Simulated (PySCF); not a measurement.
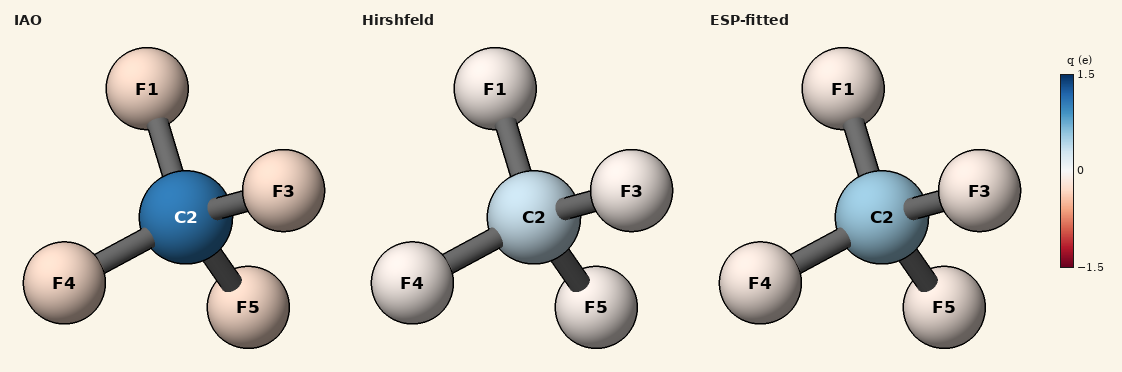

Atomic charges of one calculation by 3 schemes, on one colour scale. Computed geometry: PBE0-D3(BJ)/def2-SVP optimisation. No frequency run is at hand to confirm it as a minimum. Level of theory: PBE0/6-311+G(2d,p) (PySCF 2.14.0).

Which scheme gives the most polar picture (largest mean size of the charges)?

Answer. The IAO charges are the largest in size here, and the Hirshfeld charges the smallest.

List the charges (e), one line for each set of equivalent atoms.

```
       atom    IAO  Hirshfeld  ESP-fitted
F1, F3, F4…  −0.26      −0.08       −0.14
         C2   1.05       0.33        0.55
```
